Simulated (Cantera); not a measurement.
Feed: 1 mol Si, 2.7 mol F2, 0.21 mol N2, at 0.170 bar.

These are equilibrium values from Cantera (NASA tables, ideal gas, pure condensed phases), not measurements of a reactor. Candidate condensed phases: Si, Si3N4; 16 gas species. Equilibrium is a limit: real reactors are often held back by kinetics, nucleation or transport.

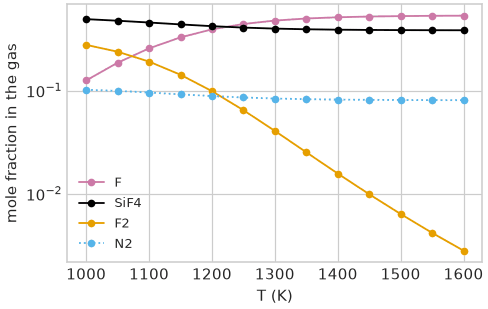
Figure: Equilibrium gas composition (values under 1e-9 drawn at 1e-9)

Q: Read off the mole fractions at 1200 K.

A: SiF4 about 0.42, F about 0.39, F2 about 0.099, N2 about 0.088.
